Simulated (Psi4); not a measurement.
GeCl2: excited-state calculation

The run: excited-state calculation of GeCl2, SMILES [Cl][Ge][Cl]. Method and program: TDDFT (BHLYP)/def2-QZVPD, RKS (Psi4 1.11).

The geometry comes from this level: GFN2-xTB.

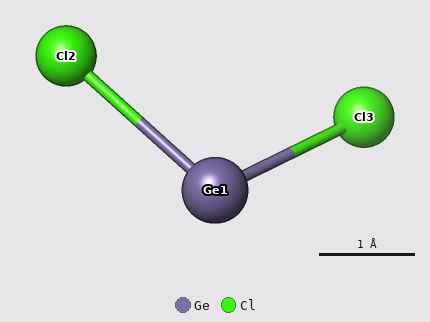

Figure 1. The structure as given in the input (ball-and-stick view, seen at an oblique angle; atoms are numbered from 1 in the order of the input). Sticks mark near contacts. Bond lengths as drawn: Cl–Ge 2.16 Å.

### Key numbers

| quantity | value |
| --- | --- |
| outcome | converged |
| total energy | −2997.571085 hartree |
| basis functions | 239 |
| HOMO | −9.09 eV |
| LUMO | −2.24 eV |
| dipole moment | 2.01 D |
| lowest excitation | 4.00 eV |
| hardware | 1 thread of Intel Xeon @ 2.90GHz (Ice Lake), 64 GiB of memory available, shared host |
| wall time | 93 s |
| peak memory | 1.3 GiB |

### Input file (job.in)
```python
memory 1600 mb

molecule {
  0 1
  Ge     0.004890    -0.007110    -0.931180
  Cl     1.647840    -0.018820     0.474730
  Cl    -1.652730     0.025930     0.456450
  units angstrom
  symmetry c1
}

set basis def2-QZVPD
set reference rks
set puream true
set scf_type df
set dft_radial_points 99
set dft_spherical_points 590
set save_jk true

from psi4.driver.procrouting.response.scf_response import tdscf_excitations
E, wfn = energy("bhhlyp", return_wfn=True)
states = tdscf_excitations(wfn, states=4, tda=False)
print_variables()
```

Launched with:
```bash
psi4 -n 1 job.in job.out
```

### The program's output
```
Psi4 1.11 release

   => Loading Basis Set <=

    Name: DEF2-QZVPD
    Role: ORBITAL
    Keyword: BASIS

         ---------------------------------------------------------
                                   SCF
                              RKS Reference
                        1 Threads,   1525 MiB Core
         ---------------------------------------------------------

  ==> Geometry <==

    Molecular point group: c1
    Full point group: Cs

    Geometry (in Angstrom), charge = 0, multiplicity = 1:

       Center              X                  Y                   Z               Mass
    ------------   -----------------  -----------------  -----------------  -----------------
         GE          -0.003636124827    -0.679066044553    -0.000000000000    73.921177761000
         CL          -1.646593445487     0.726884166937     0.000000000000    34.968852682000
         CL           1.654279903838     0.708603644097     0.000000000000    34.968852682000

  Running in c1 symmetry.

  Rotational constants: A =      0.24042  B =      0.08849  C =      0.06468 [cm^-1]
  Rotational constants: A =   7207.53165  B =   2652.74046  C =   1939.06523 [MHz]
  Nuclear repulsion =  312.606017933749115

  Charge       = 0
  Multiplicity = 1
  Electrons    = 66
  Nalpha       = 33
  Nbeta        = 33

  ==> Algorithm <==

  SCF Algorithm Type is DF.
  DIIS enabled.
  MOM disabled.
  Fractional occupation disabled.
  Guess Type is SAD.
  Energy threshold   = 1.00e-06
  Density threshold  = 1.00e-06
  Integral threshold = 1.00e-12

  ==> Primary Basis <==

  Basis Set: DEF2-QZVPD
    Blend: DEF2-QZVPD
    Number of shells: 77
    Number of basis functions: 239
    Number of Cartesian functions: 290
    Spherical Harmonics?: true
    Max angular momentum: 4

  ==> DFT Potential <==

   => LibXC <=

    Version 7.1.2

   => Composite Functional: BHANDHLYP <=

    BHandHLYP Hyb-GGA Exchange-Correlation Functional

    Defined through Gaussian implementation.

    Deriv               =              1
    GGA                 =           TRUE
    Meta                =          FALSE

    Exchange Hybrid     =           TRUE
    MP2 Hybrid          =          FALSE

   => Exchange Functionals <=

    0.5000         Becke 88

   => Exact (HF) Exchange <=

    0.5000               HF

   => Correlation Functionals <=

    1.0000   Lee, Yang & Parr

   => LibXC Density Thresholds  <==

    XC_HYB_GGA_XC_BHANDHLYP:  1.00E-15

   => Molecular Quadrature <=

    Radial Scheme          =       TREUTLER
    Pruning Scheme         =           NONE
    Nuclear Scheme         =       TREUTLER

    Blocking Scheme        =         OCTREE
    BS radius alpha        =              1
    Pruning alpha          =              1
    Radial Points          =             99
    Spherical Points       =            590
    Total Points           =         170547
    Total Blocks           =           1408
    Max Points             =            256
    Max Functions          =            219
    Weights Tolerance      =       1.00E-15

   => Loading Basis Set <=

    Name: (DEF2-QZVPD AUX)
    Role: JKFIT
    Keyword: DF_BASIS_SCF

  ==> Integral Setup <==

  DFHelper Memory: AOs need 0.229 GiB; user supplied 0.299 GiB.
  SCF_SUBTYPE=INCORE selected. In-core MEM_DF algorithm will be used.
  Using in-core AOs.

  ==> MemDFJK: Density-Fitted J/K Matrices <==

    J tasked:                   Yes
    K tasked:                   Yes
    wK tasked:                   No
    Memory [MiB]:               306
    Algorithm:                 Core
    Schwarz Cutoff:           1E-12
    Mask sparsity (%):       4.2961
    Fitting Condition:        1E-10

   => Auxiliary Basis Set <=

  Basis Set: (DEF2-QZVPD AUX)
    Blend: DEF2-UNIVERSAL-JKFIT
    Number of shells: 136
    Number of basis functions: 522
    Number of Cartesian functions: 681
    Spherical Harmonics?: true
    Max angular momentum: 5

  Cached 100.0% of DFT collocation blocks in 0.819 [GiB].

  Minimum eigenvalue in the overlap matrix is 1.8875721779E-04.
  Reciprocal condition number of the overlap matrix is 2.6228446789E-05.
    Using symmetric orthogonalization.

  ==> Pre-Iterations <==

  SCF Guess: Superposition of Atomic Densities via on-the-fly atomic UHF (no occupation information).

   -------------------------
    Irrep   Nso     Nmo
   -------------------------
     A        239     239
   -------------------------
    Total     239     239
   -------------------------

  ==> Iterations <==

                           Total Energy        Delta E     RMS |[F,P]|

   @DF-RKS iter SAD: -2993.71788449174437   -2.99372e+03   0.00000e+00
   @DF-RKS iter   1: -2996.08446004240659   -2.36658e+00   1.41083e-02 ADIIS/DIIS
   @DF-RKS iter   2: -2994.80309268058090    1.28137e+00   2.05638e-02 ADIIS/DIIS
   @DF-RKS iter   3: -2997.56863235588708   -2.76554e+00   4.68055e-04 ADIIS/DIIS
   @DF-RKS iter   4: -2997.57098431565601   -2.35196e-03   7.44283e-05 DIIS
   @DF-RKS iter   5: -2997.57106810355481   -8.37879e-05   2.37586e-05 DIIS
   @DF-RKS iter   6: -2997.57108285709273   -1.47535e-05   9.27885e-06 DIIS
   @DF-RKS iter   7: -2997.57108538014791   -2.52306e-06   1.79497e-06 DIIS
   @DF-RKS iter   8: -2997.57108548236738   -1.02219e-07   9.07688e-07 DIIS
  Energy and wave function converged.

  ==> Post-Iterations <==

   Electrons on quadrature grid:
      Ntotal   =   65.9999994551 ; deviation = -5.449e-07

    Orbital Energies [Eh]
    ---------------------

    Doubly Occupied:

       1A   -401.287635     2A   -102.794447     3A   -102.794386
       4A    -50.739046     5A    -45.096565     6A    -45.095048
       7A    -45.094350     8A     -9.882034     9A     -9.881968
      10A     -7.530964    11A     -7.530899    12A     -7.528826
      13A     -7.528761    14A     -7.527766    15A     -7.527701
      16A     -6.652242    17A     -4.750988    18A     -4.746505
      19A     -4.743770    20A     -1.442402    21A     -1.440529
      22A     -1.437832    23A     -1.437239    24A     -1.433653
      25A     -0.948810    26A     -0.921277    27A     -0.590410
      28A     -0.455005    29A     -0.425196    30A     -0.417803
      31A     -0.390222    32A     -0.376475    33A     -0.333974

    Virtual:

      34A     -0.082461    35A      0.006749    36A      0.010318
      37A      0.016429    38A      0.041657    39A      0.048034
      40A      0.053916    41A      0.058623    42A      0.063833
      43A      0.064236    44A      0.100991    45A      0.109745
      46A      0.128802    47A      0.131100    48A      0.151753
      49A      0.163105    50A      0.164361    51A      0.182286
      52A      0.185025    53A      0.185976    54A      0.206365
      55A      0.210440    56A      0.218958    57A      0.233805
      58A      0.235754    59A      0.237495    60A      0.249512
      61A      0.263032    62A      0.264119    63A      0.339528
      64A      0.343004    65A      0.349209    66A      0.357247
      67A      0.366005    68A      0.403193    69A      0.414708
      70A      0.426965    71A      0.433115    72A      0.464544
      73A      0.476587    74A      0.479466    75A      0.506970
      76A      0.509707    77A      0.530877    78A      0.532207
      79A      0.543174    80A      0.557340    81A      0.565127
      82A      0.570064    83A      0.573927    84A      0.606504
      85A      0.624286    86A      0.761090    87A      0.767771
      88A      0.780122    89A      0.851189    90A      0.852660
      91A      0.857753    92A      0.938219    93A      0.974773
      94A      1.011480    95A      1.044799    96A      1.046165
      97A      1.108547    98A      1.116762    99A      1.124015
     100A      1.128372   101A      1.171082   102A      1.272072
     103A      1.272416   104A      1.299825   105A      1.331116
     106A      1.349302   107A      1.383091   108A      1.390745
     109A      1.392046   110A      1.397939   111A      1.401202
     112A      1.401849   113A      1.406867   114A      1.423689
     115A      1.424113   116A      1.427550   117A      1.428816
     118A      1.437564   119A      1.437862   120A      1.458185
     121A      1.459843   122A      1.467361   123A      1.484668
     124A      1.570124   125A      1.604387   126A      1.671946
     127A      1.673773   128A      1.745338   129A      1.759208
     130A      1.761238   131A      1.881996   132A      2.001755
     133A      2.022814   134A      2.043243   135A      2.059232
     136A      2.102245   137A      2.134607   138A      2.166218
     139A      2.223263   140A      2.224896   141A      2.225759
     142A      2.271462   143A      2.301967   144A      2.398570
     145A      2.501392   146A      2.550876   147A      2.572564
     148A      2.586240   149A      2.600271   150A      2.731498
     151A      2.739926   152A      3.407824   153A      3.415408
     154A      3.421687   155A      3.480129   156A      3.490300
     157A      3.505545   158A      3.511628   159A      3.531090
     160A      3.558962   161A      3.576491   162A      3.577379
     163A      3.581553   164A      3.591308   165A      3.710974
     166A      3.714854   167A      3.714875   168A      3.715258
     169A      3.715414   170A      3.717932   171A      3.719702
     172A      3.732431   173A      3.769586   174A      3.781552
     175A      3.816399   176A      3.831550   177A      3.880128
     178A      3.891776   179A      3.988371   180A      3.996080
     181A      4.013223   182A      4.037866   183A      4.047581
     184A      4.060114   185A      4.068835   186A      4.086296
     187A      4.110825   188A      4.116968   189A      4.153629
     190A      4.160760   191A      4.186663   192A      4.189437
     193A      4.236686   194A      4.243030   195A      4.245296
     196A      4.262083   197A      4.390974   198A      4.588318
     199A      4.628394   200A      4.641950   201A      4.703221
     202A      4.712455   203A      4.896406   204A      4.934670
     205A      5.198384   206A      7.382932   207A      7.809339
     208A      7.976906   209A      8.746499   210A      8.749573
     211A     10.951512   212A     10.956529   213A     10.971718
     214A     10.971775   215A     10.995423   216A     11.001034
     217A     11.011858   218A     11.055178   219A     11.169529
     220A     11.188102   221A     18.824561   222A     29.092625
     223A     29.092745   224A     42.280473   225A     42.281705
     226A     42.286515   227A     42.289617   228A     42.325440
     229A     42.333473   230A     62.964188   231A     98.933078
     232A     98.935451   233A    199.790773   234A    200.658001
     235A    201.074469   236A    211.385808   237A    527.187181
     238A    527.193139   239A   1266.276262

    Final Occupation by Irrep:
              A
    DOCC [    33 ]
    NA   [    33 ]
    NB   [    33 ]

  @DF-RKS Final Energy: -2997.57108548236738

   => Energetics <=

    Nuclear Repulsion Energy =            312.6060179337491149
    One-Electron Energy =               -4789.5821446721374741
    Two-Electron Energy =                1548.7377043202518507
    DFT Exchange-Correlation Energy =     -69.3326630642310135
    Empirical Dispersion Energy =           0.0000000000000000
    VV10 Nonlocal Energy =                  0.0000000000000000
    Total Energy =                      -2997.5710854823673799

Computation Completed

Properties will be evaluated at   0.000000,   0.000000,   0.000000 [a0]

Properties computed using the SCF density matrix

 Multipole Moments:

 ------------------------------------------------------------------------------------
     Multipole            Electronic (a.u.)      Nuclear  (a.u.)        Total (a.u.)
 ------------------------------------------------------------------------------------

 L = 1.  Multiply by 2.5417464519 to convert [e a0] to [Debye]
 Dipole X            :         -0.0304772            0.0270492           -0.0034281
 Dipole Y            :         -5.8432031            5.0515769           -0.7916262
 Dipole Z            :          0.0000000            0.0000000            0.0000000
 Magnitude           :                                                    0.7916337

 ------------------------------------------------------------------------------------

	total time  =         13 seconds =       0.22 minutes

******************************************************************************************
**********                               WARNING                                **********
**********       The names of excited state variables changed between 1.5       **********
**********     and 1.6. For a quick solution, remove the symmetry specifier     **********
**********   from the variable name. For full details, see 'Notes on Psivars'   **********
**********                        in the documentation.                         **********
******************************************************************************************

         ---------------------------------------------------------
                         TDSCF excitation energies
         ---------------------------------------------------------

  ==> Options <==

     Residual threshold  : 1.0000e-04
     Initial guess       : denominators
     Reference           : RHF
     Solver type         : RPA (Hamiltonian)

  ==> Requested Excitations <==

      4 singlet states with A symmetry

  ==> Seeking the lowest 4 singlet states with A symmetry

                        Generalized Hamiltonian Solver

  ==> Options <==

    Max number of iterations        = 60
    Eigenvector tolerance           = 1.0000e-04
    Max number of expansion vectors = 800

  => Iterations <=
                              Max[D[value]]     Max[|R|]   # vectors
  HamiltonianSolver iter   1:   2.36638e-01  2.16710e-01     16
  HamiltonianSolver iter   2:   1.05944e-02  6.13438e-02     24
  HamiltonianSolver iter   3:   6.48279e-04  1.95174e-02     32
  HamiltonianSolver iter   4:   3.95724e-05  4.88109e-03     40
  HamiltonianSolver iter   5:   2.12737e-06  1.39196e-03     48
  HamiltonianSolver iter   6:   1.21685e-07  4.08518e-04     56
  HamiltonianSolver iter   7:   8.71201e-09  1.03398e-04     60
  HamiltonianSolver iter   8:   7.47050e-10  7.16356e-05     62      Converged

******************************************************************************************
**********                               WARNING                                **********
**********  Length-gauge rotatory strengths are **NOT** gauge-origin invariant  **********
******************************************************************************************

                                    Excitation Energy         Total Energy        Oscillator Strength             Rotatory Strength
     #   Sym: GS->ES (Trans)        au              eV              au          au (length)    au (velocity)    au (length)    au (velocity)
    ---- -------------------- --------------- --------------- --------------- --------------- --------------- --------------- ---------------
     1        A->A (1 A)       0.14702         4.00068        -2997.42406      0.0277          0.0273          0.0000          0.0000
     2        A->A (1 A)       0.18481         5.02899        -2997.38627      0.0000          0.0000         -0.0000          0.0000
     3        A->A (1 A)       0.21156         5.75694        -2997.35952      0.0198          0.0200          0.0000          0.0000
     4        A->A (1 A)       0.23143         6.29761        -2997.33965      0.0083          0.0083          0.0000          0.0000

Contributing excitations and de-excitations
Only contributions with abs(coeff) > 1.00e-01 will be printed:

Excited State    1 (1 A):   0.14702 au   309.91 nm f = 0.0277
  Sums of squares: Xssq =  1.010212e+00; Yssq =  1.021174e-02; Xssq - Yssq =  1.000000e+00
     33a  ->  34a    -0.997980 (99.596%)

Excited State    2 (1 A):   0.18481 au   246.54 nm f = 0.0000
  Sums of squares: Xssq =  1.000528e+00; Yssq =  5.276821e-04; Xssq - Yssq =  1.000000e+00
     32a  ->  34a     0.994301 (98.864%)

Excited State    3 (1 A):   0.21156 au   215.36 nm f = 0.0198
  Sums of squares: Xssq =  1.002833e+00; Yssq =  2.833143e-03; Xssq - Yssq =  1.000000e+00
     31a  ->  34a    -0.953585 (90.932%)
     33a  ->  35a     0.230837 ( 5.329%)

Excited State    4 (1 A):   0.23143 au   196.87 nm f = 0.0083
  Sums of squares: Xssq =  1.001285e+00; Yssq =  1.284861e-03; Xssq - Yssq =  1.000000e+00
     29a  ->  34a    -0.992412 (98.488%)

******************************************************************************************
**********                               WARNING                                **********
**********       The names of excited state variables changed between 1.5       **********
**********     and 1.6. For a quick solution, remove the symmetry specifier     **********
**********   from the variable name. For full details, see 'Notes on Psivars'   **********
**********                        in the documentation.                         **********
******************************************************************************************

  Variable Map:
  ----------------------------------------------------------------------------
  "CURRENT ENERGY"              =>   -2997.571085482367
  "CURRENT REFERENCE ENERGY"    =>   -2997.571085482367
  "DD SOLVATION ENERGY"         =>       0.000000000000
  "DFT FUNCTIONAL TOTAL ENERGY" =>   -2997.571085482367
  "DFT TOTAL ENERGY"            =>   -2997.571085482367
  "DFT VV10 ENERGY"             =>       0.000000000000
  "DFT XC ENERGY"               =>     -69.332663064231
  "GRID ELECTRONS ALPHA"        =>      32.999999727559
  "GRID ELECTRONS BETA"         =>      32.999999727559
  "GRID ELECTRONS TOTAL"        =>      65.999999455117
  "NUCLEAR REPULSION ENERGY"    =>     312.606017933749
  "ONE-ELECTRON ENERGY"         =>   -4789.582144672137
  "PCM POLARIZATION ENERGY"     =>       0.000000000000
  "PE ENERGY"                   =>       0.000000000000
  "SCF ITERATION ENERGY"        =>   -2997.571085482367
  "SCF ITERATIONS"              =>       8.000000000000
  "SCF TOTAL ENERGY"            =>   -2997.571085482367
  "TWO-ELECTRON ENERGY"         =>    1548.737704320252
  "XC GRID RADIAL POINTS"       =>      99.000000000000
  "XC GRID SPHERICAL POINTS"    =>     590.000000000000
  "XC GRID TOTAL POINTS"        =>  170547.000000000000

  Array Variable Map:
  ----------------------------------------------------------------------------
  "CURRENT DIPOLE"              =>      -0.003428064002 ... 0.000000000851 1 by 3
  "SCF DIPOLE"                  =>      -0.003428064002 ... 0.000000000851 1 by 3
  "SCF TOTAL ENERGIES"          =>   -2993.717884491744 ... -2997.571085482367 1 by 9

    Psi4 run time: 0:01:31.98
```

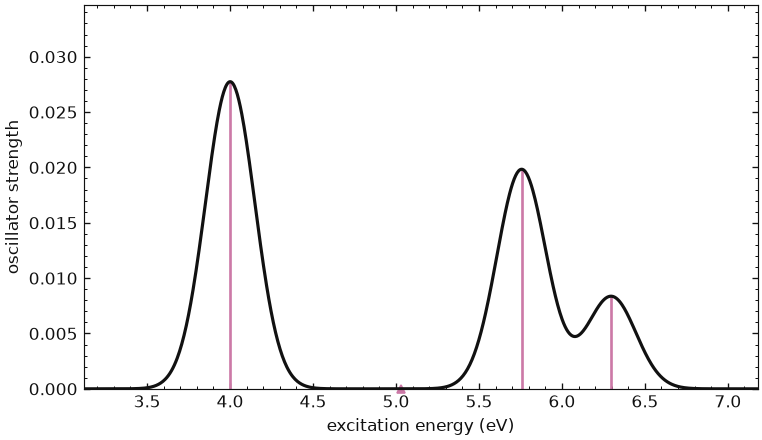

Figure 2. Computed excitations as sticks (degenerate states added up, dark ones marked on the axis), with a Gaussian envelope of 0.35 eV full width at half maximum, scaled to the tallest. Of the 4 states the lowest lies at 4.00 eV (f = 0.028); the strongest line is at 4.00 eV, or 310 nm (f = 0.028).

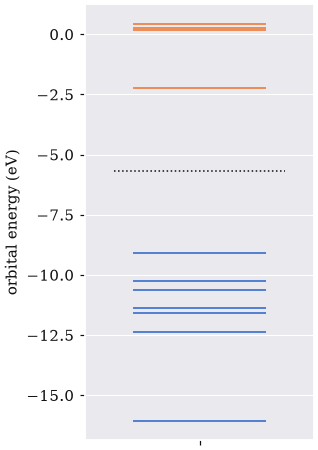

Figure 3. Orbital energies near the frontier; the dotted line parts filled from empty levels, and levels within 0.02 eV of each other stand side by side. Highest filled −9.09 eV, lowest empty −2.24 eV, 6.85 eV apart.
